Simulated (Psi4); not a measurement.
**C2HF (SMILES C#CF): MP2/cc-pVTZ**

Aim: the energy change on altering one bond length of C2HF at MP2/cc-pVTZ, from 2 runs. 

The calculation is run with Psi4 1.11.

1 further run of the same task is left out (set aside as unsound or not needed).

### Step 1. The molecule

C2HF: 4 atoms, total charge 0, spin state singlet. As SMILES, `C#CF`. The shape is that of a PBE0-D4/def2-TZVP optimisation.

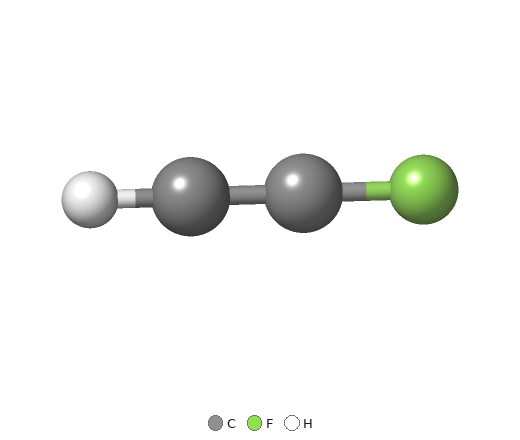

Viewed from a chosen angle; carbon grey, fluorine green, hydrogen white.

### Step 2. A single-point energy at MP2/cc-pVTZ

input.inp

```
memory 2200 MB

molecule geom {
  0 1
  C     -0.361030     0.453110    -0.290220
  C      0.303270    -0.380840     0.243810
  F      1.010600    -1.269010     0.812300
  H     -0.952830     1.196740    -0.765890
  symmetry c1
  no_reorient
  no_com
}

set {
  basis cc-pVTZ
  puream true
  e_convergence 1e-09
  d_convergence 1e-08
  scf_type pk
  num_frozen_docc 3
  mp2_type conv
}

energy("mp2")
```

Run with:

```sh
$ psi4 input.inp input.out -n 1
```

input.out, shortened:

```text
[...]
  Running in c1 symmetry.
[...]
  Nuclear repulsion =   55.832094169203373
[...]
  Multiplicity = 1
[...]
  Nalpha       = 11
  Nbeta        = 11
[...]
    Number of basis functions: 104
[...]
   @RHF iter   1:  -175.65004911778712   -6.95558e-01   3.66565e-03 ADIIS/DIIS
[...]
   @RHF iter  11:  -175.71344470440118   -9.66338e-13   1.67737e-09 DIIS
[...]
    Orbital Energies [Eh]
    ---------------------
    Doubly Occupied:
       1A    -26.384637     2A    -11.337786     3A    -11.244929
       4A     -1.709813     5A     -1.051477     6A     -0.863209
       7A     -0.761788     8A     -0.761788     9A     -0.721194
      10A     -0.416696    11A     -0.416696
[...]
  @RHF Final Energy:  -175.71344470440118
   => Energetics <=
    Nuclear Repulsion Energy =             55.8320941692033728
    One-Electron Energy =                -351.7510532195150290
    Two-Electron Energy =                 120.2055143459104585
    Total Energy =                       -175.7134447044011836
[...]
 Multipole Moments:
 ------------------------------------------------------------------------------------
     Multipole            Electronic (a.u.)      Nuclear  (a.u.)        Total (a.u.)
 ------------------------------------------------------------------------------------
 L = 1.  Multiply by 2.5417464519 to convert [e a0] to [Debye]
 Dipole X            :        -14.9114872           14.7323238           -0.1791634
 Dipole Y            :         18.7270259          -18.5017983            0.2252277
 Dipole Z            :        -11.9856758           11.8416853           -0.1439905
 Magnitude           :                                                    0.3218079
[...]
	SCS-MP2 Total Energy (a.u.)        :  -176.25192993737690
	SOS-MP2 Total Energy (a.u.)        :  -176.20531774865177
	SCSN-MP2 Total Energy (a.u.)       :  -175.95955706086988
[...]
	SOS-PI-MP2 Total Energy (a.u.)     :  -176.28729658936021
[...]
	MP2 Total Energy (a.u.)            :  -176.26317547411875
[...]
```

Run time: 26 s. Hardware: 1 thread of Intel Xeon at 2.50GHz (Skylake/Cascade Lake), shared host; peak memory 0.68 GiB.

### Step 3. The distorted shape at the same level

c2hf.dat

```
memory 2200 MB

molecule {
  0 1
  C      0.349136    -0.439254     0.280589
  C      1.013436    -1.273204     0.814619
  F      1.720766    -2.161374     1.383109
  H     -0.952830     1.196740    -0.765890
  units angstrom
  symmetry c1
  no_reorient
  no_com
}

set {
  reference       rhf
  puream          true
  e_convergence   1e-09
  d_convergence   1e-08
  scf_type        pk
  num_frozen_docc 3
  mp2_type        conv
}

e, wfn = energy("mp2/cc-pVTZ", return_wfn=True)
print_variables()
```

Run with:

```sh
$ psi4 -i c2hf.dat -o c2hf.out -n 1
```

c2hf.out, shortened:

```text
[...]
  Running in c1 symmetry.
[...]
  Nuclear repulsion =   53.335007375164722
[...]
  Multiplicity = 1
[...]
  Nalpha       = 11
  Nbeta        = 11
[...]
    Number of basis functions: 104
[...]
   @RHF iter   1:  -175.33392454865412   -6.87882e-01   4.17096e-03 ADIIS/DIIS
[...]
   @RHF iter  11:  -175.46064347582760   -1.90141e-11   8.20921e-09 DIIS
[...]
    Orbital Energies [Eh]
    ---------------------
    Doubly Occupied:
       1A    -26.373042     2A    -11.324618     3A    -11.281518
       4A     -1.698494     5A     -1.034548     6A     -0.846409
       7A     -0.751076     8A     -0.751076     9A     -0.453989
      10A     -0.405842    11A     -0.405842
[...]
  @RHF Final Energy:  -175.46064347582760
   => Energetics <=
    Nuclear Repulsion Energy =             53.3350073751647216
    One-Electron Energy =                -346.9383907278838706
    Two-Electron Energy =                 118.1427398768915680
    Total Energy =                       -175.4606434758275952
[...]
 Multipole Moments:
 ------------------------------------------------------------------------------------
     Multipole            Electronic (a.u.)      Nuclear  (a.u.)        Total (a.u.)
 ------------------------------------------------------------------------------------
 L = 1.  Multiply by 2.5417464519 to convert [e a0] to [Debye]
 Dipole X            :        -43.4763708           42.9147279           -0.5616430
 Dipole Y            :         54.6205225          -53.9145931            0.7059294
 Dipole Z            :        -34.9452157           34.4938116           -0.4514041
 Magnitude           :                                                    1.0087342
[...]
	SCS-MP2 Total Energy (a.u.)        :  -176.03593205067710
	SOS-MP2 Total Energy (a.u.)        :  -175.98806770390695
	SCSN-MP2 Total Energy (a.u.)       :  -175.71336722677401
[...]
	SOS-PI-MP2 Total Energy (a.u.)     :  -176.07597174192017
[...]
	MP2 Total Energy (a.u.)            :  -176.04375670620416
[...]
```

Wall time 20 s (1 thread of Intel Xeon at 2.50GHz (Skylake/Cascade Lake), shared host); peak memory 0.66 GiB.

### Step 4. Outcome

Level: MP2/cc-pVTZ, 3 core orbitals frozen.

| quantity | value |
| --- | --- |
| first shape: total energy | -176.26318 Eh |
| first shape: HOMO energy (Hartree–Fock orbitals) | -11.34 eV |
| first shape: LUMO energy (Hartree–Fock orbitals) | 4.20 eV |
| first shape: HOMO–LUMO gap (Hartree–Fock orbitals) | 15.53 eV |
| first shape: correlation energy (3 core orbitals frozen) | -549.7 mEh |
| distorted shape: total energy | -176.04376 Eh |
| distorted shape: HOMO energy (Hartree–Fock orbitals) | -11.04 eV |
| distorted shape: LUMO energy (Hartree–Fock orbitals) | -2.16 eV |
| distorted shape: HOMO–LUMO gap (Hartree–Fock orbitals) | 8.89 eV |
| distorted shape: correlation energy (3 core orbitals frozen) | -583.1 mEh |
| energy change with the C1–H4 bond stretched from 1.063 to 2.338 Å | 5.971 eV |

In words: One bond (distorted shape) is far stretched, which a spin-restricted single reference describes badly; perturbation theory on it can break down and give far too much correlation. With the C1–H4 bond stretched from 1.063 to 2.338 Å the energy rises by 5.97 eV (138 kcal/mol). The first shape isn't relaxed at this level, so the change isn't measured from a minimum. A restricted reference can't describe the breaking bond well at this length.
